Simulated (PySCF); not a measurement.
**What a change does: NMR shielding calculation on C4H8B2OSi**

System: C4H8B2OSi, SMILES [SiH3]OB1C=CBC=C1.
Method of run 1: GIAO mPW1PW91/pcSseg-1 NMR shielding, non-relativistic, gas phase (PySCF 2.14.0).

The geometry comes from this level: PBE0-D3(BJ)/def2-SVP. Text and figures count atoms from 1; the logs count them from 0 in places.

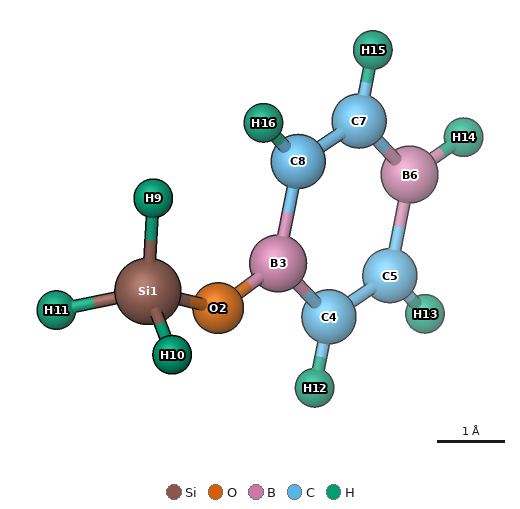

**Figure 1.** The structure as given in the input (ball-and-stick view, seen at an oblique angle; atoms are numbered from 1 in the order of the input). Bond lengths as drawn: B–C 1.56 to 1.58 Å, B–H 1.21 Å, B–O 1.36 Å, C–C 1.35 Å, C–H 1.10 Å, H–Si 1.49 Å and O–Si 1.67 Å.

**Input, run 1**
```
{"job": {"kind": "nmr", "xc": "mPW1PW91", "basis": "pcSseg-1", "pop": false}, "charge": 0, "multiplicity": 1}
Si     3.093210    -0.234402    -0.077488
O      1.525455    -0.817874    -0.057247
B      0.243604    -0.373891    -0.011051
C     -0.907768    -1.445551    -0.037879
C     -2.202284    -1.056146    -0.004716
B     -2.559582     0.463182     0.070173
C     -1.417211     1.535456     0.096882
C     -0.119159     1.157780     0.061969
H      3.122494     1.258033    -0.085894
H      3.753380    -0.758166    -1.304559
H      3.785204    -0.746842     1.136873
H     -0.648543    -2.512284    -0.088054
H     -2.994766    -1.815741    -0.027589
H     -3.718400     0.815826     0.110486
H     -1.661978     2.604752     0.146962
H      0.668382     1.924460     0.083710
```

The first line tells a small driver script what to run in PySCF; the rest is the geometry in Å.

Command:
```bash
OMP_NUM_THREADS=1 python <driver script> task.json out
```

Hardware: 1 CPU thread, shared host.

**Output (run 1)**
```
coarse grid: 14192 points
cycle   1  E = -571.4392781374  dE =  8.251e-01  |g| = 7.197e-01  |ddm| = 3.634e+00
cycle   2  E = -571.2844610684  dE =  1.548e-01  |g| = 1.158e+00  |ddm| = 1.341e+00
cycle   3  E = -571.5364719355  dE = -2.520e-01  |g| = 1.589e-01  |ddm| = 9.364e-01
cycle   4  E = -571.5419555642  dE = -5.484e-03  |g| = 4.854e-02  |ddm| = 1.755e-01
cycle   5  E = -571.5423847665  dE = -4.292e-04  |g| = 2.849e-02  |ddm| = 5.271e-02
cycle   6  E = -571.5425951696  dE = -2.104e-04  |g| = 4.146e-03  |ddm| = 2.391e-02
cycle   7  E = -571.5426006292  dE = -5.460e-06  |g| = 9.042e-04  |ddm| = 5.651e-03
final grid: 133360 points
cycle   8  E = -571.5959191457  dE = -3.141e-05  |g| = 6.540e-03  |ddm| = 3.511e-02
cycle   9  E = -571.5959085309  dE =  1.061e-05  |g| = 9.934e-03  |ddm| = 1.229e-02
cycle  10  E = -571.5959287826  dE = -2.025e-05  |g| = 1.182e-03  |ddm| = 7.179e-03
cycle  11  E = -571.5959290758  dE = -2.932e-07  |g| = 1.233e-04  |ddm| = 9.650e-04
cycle  12  E = -571.5959290790  dE = -3.208e-09  |g| = 4.193e-05  |ddm| = 1.400e-04
cycle  13  E = -571.5959290792  dE = -2.223e-10  |g| = 2.820e-05  |ddm| = 5.802e-05
converged SCF energy = -571.5959290792

GIAO shielding tensors (ppm)
atom      isotropic    diamagn.    paramagn.     s11        s22        s33       span
  0 Si     387.192     878.260    -491.068    346.178    358.872    456.527    110.349
  1 O      178.050     396.069    -218.019     24.081    145.048    365.021    340.940
  2 B       64.449     192.231    -127.782     44.079     53.044     96.223     52.144
  3 C       16.772     258.750    -241.978   -110.011      3.467    156.860    266.871
  4 C       20.989     256.012    -235.023   -112.698      4.819    170.847    283.545
  5 B       40.312     190.196    -149.884     -7.808      8.171    120.573    128.381
  6 C       19.392     255.669    -236.277   -115.202      2.004    171.373    286.575
  7 C       25.407     261.511    -236.104   -103.255     11.047    168.427    271.682
  8 H       25.885      29.009      -3.125     22.421     25.476     29.758      7.337
  9 H       26.314      27.781      -1.467     23.404     24.775     30.765      7.361
 10 H       26.310      27.813      -1.503     23.441     24.727     30.762      7.322
 11 H       24.276      31.255      -6.978     19.991     24.586     28.252      8.262
 12 H       23.747      29.389      -5.641     19.597     24.381     27.263      7.665
 13 H       25.072      28.440      -3.368     22.105     26.515     26.597      4.492
 14 H       23.711      30.386      -6.675     19.315     24.328     27.490      8.175
 15 H       24.182      33.439      -9.257     19.799     23.696     29.051      9.252
```

For run 2 the input was changed thus:
```diff
-"xc": "mPW1PW91"
+"xc": "PBE0"
-"pop": false
```

How does run 2 compare with run 1?

The total energies belong to different methods, so their difference says nothing on which is more stable or more accurate. Of all shieldings, the largest change is that of Si1, by +1.3 ppm. The functional changes from mPW1PW91 to PBE0. The SCF takes 14 iterations against 13.

**Output (run 2)**
```
coarse grid: 14192 points
cycle   1  E = -571.0361173959  dE =  8.254e-01  |g| = 7.029e-01  |ddm| = 3.633e+00
cycle   2  E = -570.8901884126  dE =  1.459e-01  |g| = 1.128e+00  |ddm| = 1.322e+00
cycle   3  E = -571.1294855564  dE = -2.393e-01  |g| = 1.558e-01  |ddm| = 9.184e-01
cycle   4  E = -571.1347563485  dE = -5.271e-03  |g| = 4.687e-02  |ddm| = 1.712e-01
cycle   5  E = -571.1351527620  dE = -3.964e-04  |g| = 2.777e-02  |ddm| = 5.126e-02
cycle   6  E = -571.1353521622  dE = -1.994e-04  |g| = 4.068e-03  |ddm| = 2.327e-02
cycle   7  E = -571.1353573759  dE = -5.214e-06  |g| = 8.599e-04  |ddm| = 5.475e-03
final grid: 133360 points
cycle   8  E = -571.1883823582  dE = -2.903e-05  |g| = 9.502e-03  |ddm| = 3.394e-02
cycle   9  E = -571.1883588121  dE =  2.355e-05  |g| = 1.464e-02  |ddm| = 1.730e-02
cycle  10  E = -571.1884018950  dE = -4.308e-05  |g| = 1.669e-03  |ddm| = 1.050e-02
cycle  11  E = -571.1884024811  dE = -5.861e-07  |g| = 1.833e-04  |ddm| = 1.382e-03
cycle  12  E = -571.1884024864  dE = -5.263e-09  |g| = 1.008e-04  |ddm| = 2.321e-04
cycle  13  E = -571.1884024887  dE = -2.296e-09  |g| = 4.434e-05  |ddm| = 1.139e-04
cycle  14  E = -571.1884024892  dE = -5.518e-10  |g| = 6.706e-06  |ddm| = 4.386e-05
converged SCF energy = -571.1884024892

GIAO shielding tensors (ppm)
atom      isotropic    diamagn.    paramagn.     s11        s22        s33       span
  0 Si     388.515     878.220    -489.705    346.461    359.420    459.663    113.202
  1 O      177.446     395.773    -218.328     21.687    144.779    365.872    344.185
  2 B       64.417     192.272    -127.856     43.878     52.861     96.511     52.633
  3 C       17.453     258.732    -241.279   -108.952      3.827    157.484    266.437
  4 C       21.566     255.972    -234.407   -111.928      5.045    171.580    283.507
  5 B       39.882     190.288    -150.405     -8.875      7.554    120.967    129.842
  6 C       20.021     255.622    -235.601   -114.323      2.272    172.115    286.438
  7 C       26.156     261.363    -235.207   -102.224     11.464    169.227    271.451
  8 H       25.776      28.923      -3.147     22.313     25.367     29.648      7.335
  9 H       26.211      27.716      -1.505     23.299     24.673     30.661      7.362
 10 H       26.207      27.747      -1.540     23.336     24.624     30.659      7.323
 11 H       24.201      31.185      -6.985     19.900     24.520     28.181      8.281
 12 H       23.652      29.340      -5.688     19.487     24.288     27.182      7.695
 13 H       24.970      28.386      -3.415     21.962     26.429     26.520      4.558
 14 H       23.619      30.324      -6.706     19.208     24.236     27.412      8.204
 15 H       24.097      33.362      -9.264     19.702     23.611     28.978      9.276
```

**The two runs side by side**

| quantity | run 1 | run 2 |
| --- | --- | --- |
| outcome | converged | converged |
| total energy (hartree) | −571.595929 | −571.188402 |
| HOMO (eV) | −7.62 | −7.61 |
| LUMO (eV) | −3.07 | −3.07 |
| dipole moment (D) | 1.63 | 1.64 |
| shielding of Si1 (ppm) | 387.2 | 388.5 |
| shielding of O2 (ppm) | 178.0 | 177.4 |
| shielding of C4 (ppm) | 16.8 | 17.5 |
| shielding of C5 (ppm) | 21.0 | 21.6 |
| shielding of B6 (ppm) | 40.3 | 39.9 |
| shielding of C7 (ppm) | 19.4 | 20.0 |
| shielding of C8 (ppm) | 25.4 | 26.2 |
| SCF iterations | 13 | 14 |
| basis functions | 183 | 183 |
| wall time (shared host) | 36 s | 67 s |
